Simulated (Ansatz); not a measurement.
# AlF₂HO + NH₃: a complex and its separated parts, part 2 of 2

Ansatz 0.2.0, Gaussian basis.

## (13) CAM-B3LYP-D4/def2-TZVPP

The inputs:

parta/in.yaml

```yaml
crystal:
  periodic: [false, false, false]
  atoms:
    - {symbol: Al, position_ang: [-1.040774, -0.382057, 0.196971]}
    - {symbol: O, position_ang: [-1.529826, 1.204116, -0.023364]}
    - {symbol: F, position_ang: [-0.916827, -1.441707, -1.045820]}
    - {symbol: F, position_ang: [-0.672843, -0.896969, 1.702509]}
    - {symbol: H, position_ang: [-1.760262, 1.573954, -0.873708]}
basis:
  gaussian: {orbitals: def2-TZVPP}
hamiltonian: {xc: {name: CAM-B3LYP}, dispersion: d4}
```

partb/in.yaml

```yaml
crystal:
  periodic: [false, false, false]
  atoms:
    - {symbol: H, position_ang: [1.396232, 0.887695, -0.257932]}
    - {symbol: N, position_ang: [1.203277, -0.065351, 0.024641]}
    - {symbol: H, position_ang: [1.656447, -0.207622, 0.918892]}
    - {symbol: H, position_ang: [1.664576, -0.672060, -0.641986]}
basis:
  gaussian: {orbitals: def2-TZVPP}
hamiltonian: {xc: {name: CAM-B3LYP}, dispersion: d4}
```

One command serves all of them, each in its own folder.

Started as:

```bash
> ansatz run in.yaml --threads 4 --pin off --events-out ev --progress --plain --max-ram 9574MiB
```

parta printed, cut to the lines that bear on the results:

```text
Functional definition: CAM-B3LYP
  name "CAM-B3LYP"
  cite "Yanai, Tew & Handy, Chem. Phys. Lett. 393, 51 (2004) doi:10.1016/j.cplett.2004.06.011"
  cite "Iikura, Tsuneda, Yanai & Hirao, J. Chem. Phys. 115, 3540 (2001) doi:10.1063/1.1383587"
  cite "Becke, Phys. Rev. A 38, 3098 (1988) doi:10.1103/PhysRevA.38.3098"
  cite "Lee, Yang & Parr, Phys. Rev. B 37, 785 (1988) doi:10.1103/PhysRevB.37.785"
[...]
  # Exact exchange under (alpha + beta erf(omega r))/r, Becke's under what is left of 1/r.
[...]
810 factors; their error is unknown
177 factors; integrals over basis functions are off by at most 1.1e-5 eV
[...]
mean field -14101.95584784 eV, -518.2373187591 hartree, gradient 2.2e-5 eV, S^2 0.000000; 0 other end points of the search recorded, 0 dependent functions left out
reference -14101.95595346 eV, -518.2373226406 hartree; 20, 20 occupied and 129, 129 virtual orbitals, 810 factors
Total energy: -14102.01389652 eV, -518.2394520088 hartree
```

Output in partb, cut to the lines that bear on the results:

```text
[... 6 set-up lines as earlier in the session ...]
[...]
  # Exact exchange under (alpha + beta erf(omega r))/r, Becke's under what is left of 1/r.
[...]
332 factors; their error is unknown
102 factors; integrals over basis functions are off by at most 1.4e-5 eV
[...]
mean field -1539.00931409 eV, -56.5575491149 hartree, gradient 6.3e-5 eV, S^2 0.000000; 0 other end points of the search recorded, 0 dependent functions left out
reference -1539.00938218 eV, -56.5575516171 hartree; 5, 5 occupied and 68, 68 virtual orbitals, 332 factors
Total energy: -1539.01810712 eV, -56.5578722529 hartree
```

Times: 1.1 s (parta), 0.25 s (partb) on 4 threads of Arm Neoverse V1, shared host.

## (14) wB97X-V/def2-TZVPP

Each input of step 13 (parta, partb) changes in the same lines:

```diff
-hamiltonian: {xc: {name: CAM-B3LYP}, dispersion: d4}
+hamiltonian: {xc: {name: wB97X-V}}
```

The same command starts each run, in its folder.

Started as:

```bash
> ansatz run in.yaml --threads 4 --pin off --events-out ev --progress --plain --max-ram 9574MiB
```

parta printed, cut to the lines that bear on the results:

```text
Functional definition: wB97X-V
  name "wB97X-V"
  cite "Mardirossian & Head-Gordon, Phys. Chem. Chem. Phys. 16, 9904 (2014) doi:10.1039/C3CP54374A"
[... 2 set-up lines as earlier in the session ...]
[...]
      + integral(e_c_pw_opposite_spin*poly(b97_u_opposite, cos0, cos1)) + vv10(b, c)
810 factors; their error is unknown
165 factors; integrals over basis functions are off by at most 1.8e-5 eV
[...]
mean field -14099.73175324 eV, -518.1555847900 hartree, gradient 6.3e-5 eV, S^2 0.000000; 0 other end points of the search recorded, 0 dependent functions left out
reference -14099.73175137 eV, -518.1555847214 hartree; 20, 20 occupied and 129, 129 virtual orbitals, 810 factors
Total energy: -14099.73175137 eV, -518.1555847214 hartree
```

Output in partb, cut to the lines that bear on the results:

```text
[... 5 set-up lines as earlier in the session ...]
[...]
      + integral(e_c_pw_opposite_spin*poly(b97_u_opposite, cos0, cos1)) + vv10(b, c)
332 factors; their error is unknown
93 factors; integrals over basis functions are off by at most 8.0e-6 eV
[...]
mean field -1539.14323522 eV, -56.5624706254 hartree, gradient 1.3e-5 eV, S^2 0.000000; 0 other end points of the search recorded, 0 dependent functions left out
reference -1539.14323411 eV, -56.5624705850 hartree; 5, 5 occupied and 68, 68 virtual orbitals, 332 factors
Total energy: -1539.14323411 eV, -56.5624705850 hartree
```

They took 2.7 s (parta), 0.55 s (partb) on 4 threads of Arm Neoverse V1, shared host.

## (15) wB97M-V/def2-TZVPP

The same edit goes into each in.yaml of step 14 (parta, partb):

```diff
-hamiltonian: {xc: {name: wB97X-V}}
+hamiltonian: {xc: {name: wB97M-V}}
```

One command serves all of them, each in its own folder.

Started as:

```bash
> ansatz run in.yaml --threads 4 --pin off --events-out ev --progress --plain --max-ram 9574MiB
```

Output in parta, cut to the lines that bear on the results:

```text
Functional definition: wB97M-V
  name "wB97M-V"
  cite "Mardirossian & Head-Gordon, J. Chem. Phys. 144, 214110 (2016) doi:10.1063/1.4952647"
[... 2 set-up lines as earlier in the session ...]
  # Of w^i u^j: cxij and so on, Table III.
[...]
  gx(w, u) = 1 - cx + cx01*u + cx10*w
[...]
      + integral(e_c_pw_mod_opposite_spin*gos(b97_w_opposite, b97_u_opposite)) + vv10(b, c)
794 factors; their error is unknown
165 factors; integrals over basis functions are off by at most 1.8e-5 eV
[...]
mean field -14101.27854918 eV, -518.2124284925 hartree, gradient 4.7e-5 eV, S^2 0.000000; 0 other end points of the search recorded, 0 dependent functions left out
reference -14101.27859517 eV, -518.2124301824 hartree; 20, 20 occupied and 129, 129 virtual orbitals, 794 factors
Total energy: -14101.27859517 eV, -518.2124301824 hartree
```

Output in partb, cut to the lines that bear on the results:

```text
[... 5 set-up lines as earlier in the session ...]
  # Of w^i u^j: cxij and so on, Table III.
[...]
  gx(w, u) = 1 - cx + cx01*u + cx10*w
[...]
      + integral(e_c_pw_mod_opposite_spin*gos(b97_w_opposite, b97_u_opposite)) + vv10(b, c)
332 factors; their error is unknown
93 factors; integrals over basis functions are off by at most 8.0e-6 eV
[...]
mean field -1538.84211136 eV, -56.5514045280 hartree, gradient 5.4e-5 eV, S^2 0.000000; 0 other end points of the search recorded, 0 dependent functions left out
reference -1538.84213824 eV, -56.5514055155 hartree; 5, 5 occupied and 68, 68 virtual orbitals, 332 factors
Total energy: -1538.84213824 eV, -56.5514055155 hartree
```

They took 3 s (parta), 0.6 s (partb) on 4 threads of Arm Neoverse V1, shared host.

## (16) B2PLYP/def2-TZVPP

The same edit goes into each in.yaml of step 15 (parta, partb):

```diff
-hamiltonian: {xc: {name: wB97M-V}}
+hamiltonian: {xc: {name: B2PLYP}}
```

One command serves all of them, each in its own folder.

Started as:

```bash
> ansatz run in.yaml --threads 4 --pin off --events-out ev --progress --plain --max-ram 9574MiB
```

Log of parta, cut to the lines that bear on the results:

```text
Functional definition: B2PLYP
  name "B2PLYP"
  cite "Grimme, J. Chem. Phys. 124, 034108 (2006) doi:10.1063/1.2148954"
[... 2 set-up lines as earlier in the session ...]
[...]
951 factors; integrals over basis functions are off by at most 8.1e-4 eV
[...]
mean field -14089.30030965 eV, -517.7722363087 hartree, gradient 3.3e-6 eV, S^2 0.000000; 0 other end points of the search recorded, 0 dependent functions left out
8 core orbitals not correlated: weight in the atoms' cores, before any rotation towards them, 1.000 or more for the frozen orbitals, at most 0.000 for the correlated occupied ones
reference -14089.30044233 eV, -517.7722411849 hartree; 12, 12 occupied and 129, 129 virtual orbitals, 951 factors
second order -26.39054286 eV of doubles, -0.00000000 eV of singles
Total energy: -14096.42588891 eV, -518.0340965167 hartree
```

partb printed, cut to the lines that bear on the results:

```text
[... 5 set-up lines as earlier in the session ...]
[...]
416 factors; integrals over basis functions are off by at most 1.3e-3 eV
[...]
mean field -1536.38011544 eV, -56.4609278466 hartree, gradient 8.4e-6 eV, S^2 0.000000; 0 other end points of the search recorded, 0 dependent functions left out
1 core orbitals not correlated: weight in the atoms' cores, before any rotation towards them, 1.000 or more for the frozen orbitals, at most 0.000 for the correlated occupied ones
reference -1536.38020566 eV, -56.4609311622 hartree; 4, 4 occupied and 68, 68 virtual orbitals, 416 factors
second order -7.62106815 eV of doubles, -0.00000000 eV of singles
Total energy: -1538.43789407 eV, -56.5365498162 hartree
```

Wall times: 1.7 s (parta), 0.3 s (partb) on 4 threads of Arm Neoverse V1, shared host.

## (17) PBE-QIDH/def2-TZVPP

Each input of step 16 (parta, partb) changes in the same lines:

```diff
-hamiltonian: {xc: {name: B2PLYP}}
+hamiltonian: {xc: {name: PBE-QIDH}}
```

Each run has its own folder and the same command.

Started as:

```bash
> ansatz run in.yaml --threads 4 --pin off --events-out ev --progress --plain --max-ram 9574MiB
```

Output in parta, cut to the lines that bear on the results:

```text
Functional definition: PBE-QIDH
  name "PBE-QIDH"
  cite "Brémond, Sancho-García, Pérez-Jiménez & Adamo, J. Chem. Phys. 141, 031101 (2014) doi:10.1063/1.4890314"
[... 1 set-up line as earlier in the session ...]
[...]
951 factors; integrals over basis functions are off by at most 8.1e-4 eV
[...]
mean field -14081.61069235 eV, -517.4896480854 hartree, gradient 3.3e-6 eV, S^2 0.000000; 0 other end points of the search recorded, 0 dependent functions left out
8 core orbitals not correlated: weight in the atoms' cores, before any rotation towards them, 1.000 or more for the frozen orbitals, at most 0.000 for the correlated occupied ones
reference -14081.61070320 eV, -517.4896484841 hartree; 12, 12 occupied and 129, 129 virtual orbitals, 951 factors
second order -24.60423037 eV of doubles, -0.00000000 eV of singles
Total energy: -14089.81211332 eV, -517.7910447470 hartree
```

partb printed, cut to the lines that bear on the results:

```text
[... 4 set-up lines as earlier in the session ...]
[...]
416 factors; integrals over basis functions are off by at most 1.3e-3 eV
[...]
mean field -1535.33270287 eV, -56.4224361445 hartree, gradient 2.2e-6 eV, S^2 0.000000; 0 other end points of the search recorded, 0 dependent functions left out
1 core orbitals not correlated: weight in the atoms' cores, before any rotation towards them, 1.000 or more for the frozen orbitals, at most 0.000 for the correlated occupied ones
reference -1535.33270963 eV, -56.4224363931 hartree; 4, 4 occupied and 68, 68 virtual orbitals, 416 factors
second order -7.10232896 eV of doubles, -0.00000000 eV of singles
Total energy: -1537.70015262 eV, -56.5094383182 hartree
```

Times: 1.8 s (parta), 0.35 s (partb) on 4 threads of Arm Neoverse V1, shared host.

## (18) RPA on PBE/def2-TZVPP

Each input of step 17 (parta, partb) changes in the same lines:

```diff
-hamiltonian: {xc: {name: PBE-QIDH}}
+hamiltonian: {xc: pbe}
+correlation: {method: rpa}
```

One command serves all of them, each in its own folder.

Started as:

```bash
> ansatz run in.yaml --threads 4 --pin off --events-out ev --progress --plain --max-ram 9574MiB
```

Log of parta, cut to the lines that bear on the results:

```text
[... 4 set-up lines as earlier in the session ...]
[...]
951 factors; integrals over basis functions are off by at most 8.1e-4 eV
[...]
mean field -14092.33517492 eV, -517.8837655503 hartree, gradient 5.7e-6 eV, S^2 0.000000; 0 other end points of the search recorded, 0 dependent functions left out
8 core orbitals not correlated: weight in the atoms' cores, before any rotation towards them, 1.000 or more for the frozen orbitals, at most 0.000 for the correlated occupied ones
reference -14056.04588672 eV, -516.5501588067 hartree; 12, 12 occupied and 129, 129 virtual orbitals, 951 factors
Total energy: -14089.12933458 eV, -517.7659530909 hartree
```

Output in partb, cut to the lines that bear on the results:

```text
[... 4 set-up lines as earlier in the session ...]
[...]
416 factors; integrals over basis functions are off by at most 1.3e-3 eV
[...]
mean field -1537.73152580 eV, -56.5105912614 hartree, gradient 7.3e-6 eV, S^2 0.000000; 0 other end points of the search recorded, 0 dependent functions left out
1 core orbitals not correlated: weight in the atoms' cores, before any rotation towards them, 1.000 or more for the frozen orbitals, at most 0.000 for the correlated occupied ones
reference -1529.64065028 eV, -56.2132570701 hartree; 4, 4 occupied and 68, 68 virtual orbitals, 416 factors
Total energy: -1540.11756435 eV, -56.5982765608 hartree
```

Wall times: 1.6 s (parta), 0.3 s (partb) on 4 threads of Arm Neoverse V1, shared host.

## (19) CCSD(T)/def2-TZVPP

The same edit goes into each in.yaml of step 18 (parta, partb):

```diff
-hamiltonian: {xc: pbe}
-correlation: {method: rpa}
+correlation: {method: ccsd_t}
```

Each run has its own folder and the same command.

Started as:

```bash
> ansatz run in.yaml --threads 4 --pin off --events-out ev --progress --plain --max-ram 9574MiB
```

parta printed, cut to the lines that bear on the results:

```text
Functional definition: HF
  name "HF"
  cite "Fock, Z. Phys. 61, 126 (1930) doi:10.1007/BF01340294"
[... 1 set-up line as earlier in the session ...]
[...]
951 factors; integrals over basis functions are off by at most 8.1e-4 eV
[...]
mean field -14057.36594358 eV, -516.5986700018 hartree, gradient 3.5e-6 eV, S^2 0.000000; 0 other end points of the search recorded, 0 dependent functions left out
8 core orbitals not correlated: weight in the atoms' cores, before any rotation towards them, 1.000 or more for the frozen orbitals, at most 0.000 for the correlated occupied ones
reference -14057.36594358 eV, -516.5986700018 hartree; 12, 12 occupied and 129, 129 virtual orbitals, 951 factors
second order -22.22255941 eV of doubles, -0.00000000 eV of singles
cycle   1  -21.75744140 eV  change    4.7e-1 eV  update   9.5e-2
[...]
cycle   9  -22.25120433 eV  change   -3.8e-6 eV  update   1.4e-5
perturbative correction -0.64907928 eV, -0.0238532235 hartree
Total energy: -14080.26622719 eV, -517.4402399021 hartree
```

Output in partb, cut to the lines that bear on the results:

```text
[... 4 set-up lines as earlier in the session ...]
[...]
416 factors; integrals over basis functions are off by at most 1.3e-3 eV
[...]
mean field -1529.85249224 eV, -56.2210421187 hartree, gradient 4.1e-6 eV, S^2 0.000000; 0 other end points of the search recorded, 0 dependent functions left out
1 core orbitals not correlated: weight in the atoms' cores, before any rotation towards them, 1.000 or more for the frozen orbitals, at most 0.000 for the correlated occupied ones
reference -1529.85249224 eV, -56.2210421187 hartree; 4, 4 occupied and 68, 68 virtual orbitals, 416 factors
second order -6.38830538 eV of doubles, -0.00000000 eV of singles
cycle   1  -6.57735776 eV  change   -1.9e-1 eV  update   3.9e-2
[...]
cycle   9  -6.72925460 eV  change    3.2e-6 eV  update   2.3e-6
perturbative correction -0.20702326 eV, -0.0076079646 hartree
Total energy: -1536.78877011 eV, -56.4759456287 hartree
```

Wall times: 13 s (parta), 0.35 s (partb) on 4 threads of Arm Neoverse V1, shared host; peak memory 1 GiB.

## (20) Vibrations of AlF₂HO

Input file vib-parta/in.yaml:

```yaml
crystal:
  periodic: [false, false, false]
  atoms:
    - {symbol: Al, position_ang: [-1.040774, -0.382057, 0.196971]}
    - {symbol: O, position_ang: [-1.529826, 1.204116, -0.023364]}
    - {symbol: F, position_ang: [-0.916827, -1.441707, -1.045820]}
    - {symbol: F, position_ang: [-0.672843, -0.896969, 1.702509]}
    - {symbol: H, position_ang: [-1.760262, 1.573954, -0.873708]}
basis:
  gaussian: {orbitals: def2-TZVP}
hamiltonian: {xc: pbe0, dispersion: d4}
phonons: {temperatures: {t_min: 298.15, t_max: 900, t_step: 200}}
```

Started as:

```bash
> ansatz run in.yaml --threads 4 --pin off --events-out ev --progress --plain --max-ram 9574MiB
```

Log, cut to the lines that bear on the results:

```text
[... 5 set-up lines as earlier in the session ...]
[...]
786 factors; their error is unknown
[...]
mean field -14092.83457721 eV, -517.9021182463 hartree, gradient 2.9e-5 eV, S^2 0.000000; 0 other end points of the search recorded, 0 dependent functions left out
[...]
Atom 2 at    -0.916827    -1.441707    -1.045820 Å, force     0.000010     0.000117     0.000174 eV/Å
Atom 3 at    -0.672843    -0.896969     1.702509 Å, force    -0.000032     0.000031    -0.000066 eV/Å
Atom 4 at    -1.760262     1.573954    -0.873708 Å, force    -0.000051    -0.000059    -0.000073 eV/Å
Dipole moment:    -0.116450     0.246031    -0.312810 e Å
Vibrations: 230.53 247.89 293.87 352.99 626.14 703.58 941.01 972.74 3967.64 cm⁻¹, zero-point energy 0.516789 eV
```

It took 23 s on 4 threads of Arm Neoverse V1, shared host.

Wavenumbers and character of the modes:

| mode | wavenumber (cm⁻¹) | character |
| --- | --- | --- |
| 1 | 231 | bend |
| 2 | 248 | bend |
| 3 | 294 | out-of-plane bend with torsion |
| 4 | 353 | torsion |
| 5 | 626 | bend |
| 6 | 704 | Al–F stretch |
| 7 | 941 | Al–F stretch |
| 8 | 973 | Al–O and Al–F stretch |
| 9 | 3968 | O–H stretch |

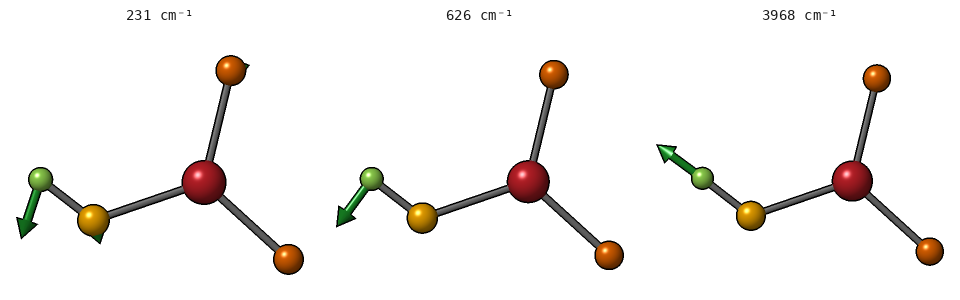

Displacements of 3 modes, as arrows.

Vibrational sums (real modes only):

| T (K) | entropy (J/mol/K) | heat capacity (J/mol/K) |
| --- | --- | --- |
| 298 | 29.9 | 39.6 |
| 498 | 53.9 | 52.9 |
| 698 | 72.8 | 58.9 |
| 898 | 88.1 | 62.1 |

## (21) Vibrations of NH₃

Input file vib-partb/in.yaml:

```yaml
crystal:
  periodic: [false, false, false]
  atoms:
    - {symbol: H, position_ang: [1.396232, 0.887695, -0.257932]}
    - {symbol: N, position_ang: [1.203277, -0.065351, 0.024641]}
    - {symbol: H, position_ang: [1.656447, -0.207622, 0.918892]}
    - {symbol: H, position_ang: [1.664576, -0.672060, -0.641986]}
basis:
  gaussian: {orbitals: def2-TZVP}
hamiltonian: {xc: pbe0, dispersion: d4}
phonons: {temperatures: {t_min: 298.15, t_max: 900, t_step: 200}}
```

Started as:

```bash
> ansatz run in.yaml --threads 4 --pin off --events-out ev --progress --plain --max-ram 9574MiB
```

Log, cut to the lines that bear on the results:

```text
[... 5 set-up lines as earlier in the session ...]
[...]
287 factors; their error is unknown
[...]
mean field -1537.79931136 eV, -56.5130823346 hartree, gradient 1.5e-5 eV, S^2 0.000000; 0 other end points of the search recorded, 0 dependent functions left out
[...]
Atom 1 at     1.203277    -0.065351     0.024641 Å, force     0.000346     0.001553    -0.000460 eV/Å
Atom 2 at     1.656447    -0.207622     0.918892 Å, force    -0.000009     0.000132     0.000536 eV/Å
Atom 3 at     1.664576    -0.672060    -0.641986 Å, force    -0.000004    -0.000183    -0.000521 eV/Å
Dipole moment:     0.346404     0.063826    -0.017187 e Å
Vibrations: 1031.15 1669.57 1669.61 3502.22 3631.16 3631.45 cm⁻¹, zero-point energy 0.938260 eV
```

Wall time 1.6 s (4 threads of Arm Neoverse V1, shared host).

Wavenumbers and character of the modes:

| mode | wavenumber (cm⁻¹) | character |
| --- | --- | --- |
| 1 | 1031 | bend |
| 2 | 1670 | bend |
| 3 | 1670 | bend |
| 4 | 3502 | N–H stretch |
| 5 | 3631 | N–H stretch |
| 6 | 3631 | N–H stretch |

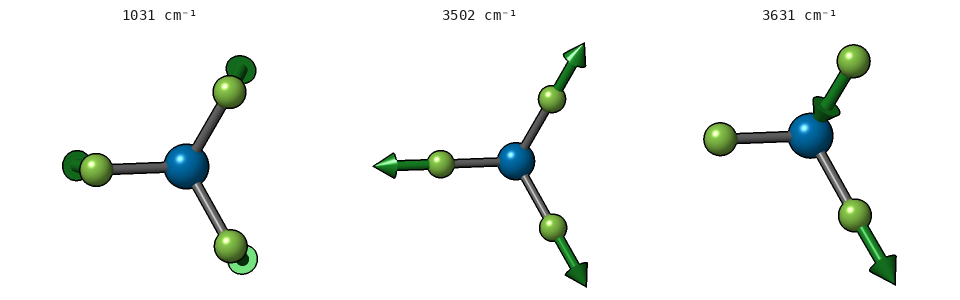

How the atoms move in 3 of the modes.

Vibrational sums (real modes only):

| T (K) | entropy (J/mol/K) | heat capacity (J/mol/K) |
| --- | --- | --- |
| 298 | 0.4 | 1.8 |
| 498 | 2.6 | 7.4 |
| 698 | 6.0 | 13.4 |
| 898 | 10.0 | 18.8 |

## (22) Complex less separated parts

The complex's own energies come from single points at the same levels.

Rows are in def2-TZVPP; times add the 3 runs of a level on a shared host, so small differences are noise.

Differences are taken before rounding.

| method | rung | complex less parts (kJ/mol) | from CCSD(T) (kJ/mol) | time |
| --- | --- | --- | --- | --- |
| SPW92 | LDA | -182.0 | -25.0 | 1.7 s |
| PBE-D4 | GGA | -154.1 | +2.9 | 2.7 s |
| BLYP-D4 | GGA | -146.7 | +10.3 | 2.7 s |
| r2SCAN-D4 | meta-GGA | -163.5 | -6.5 | 5.6 s |
| B97M-V | meta-GGA | -158.7 | -1.7 | 10 s |
| PBE0-D4 | hybrid | -161.9 | -4.9 | 3.5 s |
| B3LYP-D4 | hybrid | -155.6 | +1.4 | 3.3 s |
| r2SCAN0-D4 | hybrid | -168.0 | -11.0 | 5.9 s |
| BHLYP-D4 | hybrid | -165.6 | -8.6 | 3.4 s |
| CAM-B3LYP-D4 | range-separated hybrid | -162.8 | -5.8 | 3.8 s |
| wB97X-V | range-separated hybrid | -161.4 | -4.4 | 9.2 s |
| wB97M-V | range-separated hybrid | -160.2 | -3.2 | 11 s |
| B2PLYP | double hybrid | -151.4 | +5.6 | 6.1 s |
| PBE-QIDH | double hybrid | -162.4 | -5.5 | 6.4 s |
| RPA on PBE | RPA | -150.3 | +6.7 | 6.3 s |
| Hartree-Fock | wavefunction | -149.6 | +7.4 |  |
| MP2 | wavefunction | -155.7 | +1.2 |  |
| CCSD | wavefunction | -156.2 | +0.8 |  |
| CCSD(T) | wavefunction | -157.0 | 0 | 2.3 min |

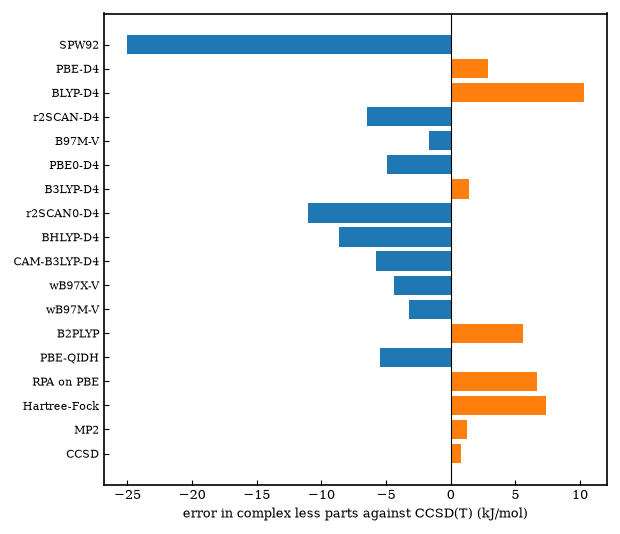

Deviations from CCSD(T), method by method.

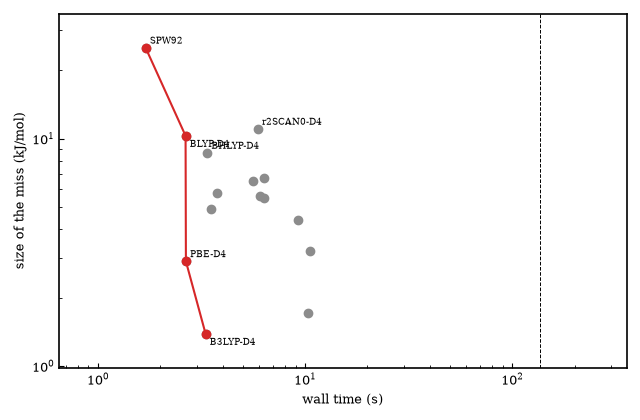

Accuracy for the time spent; red marks the levels that beat every quicker one drawn (of those quicker than the yardstick), and the dashed line is the time of CCSD(T). Only those levels and the largest misses are named. Times are from a shared host.

B3LYP-D4 reaches 1.4 kJ/mol from the reference in 3.3 s, where CCSD(T) took 2.3 min; the quickest level in the cost chart, SPW92, takes 1.7 s and misses by 25.0 kJ/mol.

The complex's zero-point energy, from a separate PBE0-D4 run, is 1.576 eV.

## (23) Results

This closing draws on all 2 parts.

| quantity | value |
| --- | --- |
| complex less parts, CCSD(T)/def2-TZVPP | -157.0 kJ/mol |
| with zero-point energy | -145.3 kJ/mol |
| largest T1 diagnostic | 0.013 |

In words: At CCSD(T) the complex lies 157.0 kJ/mol below its parts. The functionals run from B3LYP-D4, off by +1.4 kJ/mol, to SPW92, off by -25.0 kJ/mol, against CCSD(T). Mean unsigned error by rung: LDA 25.0, GGA 6.6, meta-GGA 4.1, hybrid 6.5, range-separated hybrid 4.5, double hybrid 5.5 kJ/mol. PBE-D4 gives a relative energy 2.9 kJ/mol too high, inside chemical accuracy (1 kcal/mol, 4.2 kJ/mol). No counterpoise was applied, and triple zeta lacks some correlation, so the CCSD(T) reference has a basis error of its own, and close matches with it are partly luck.
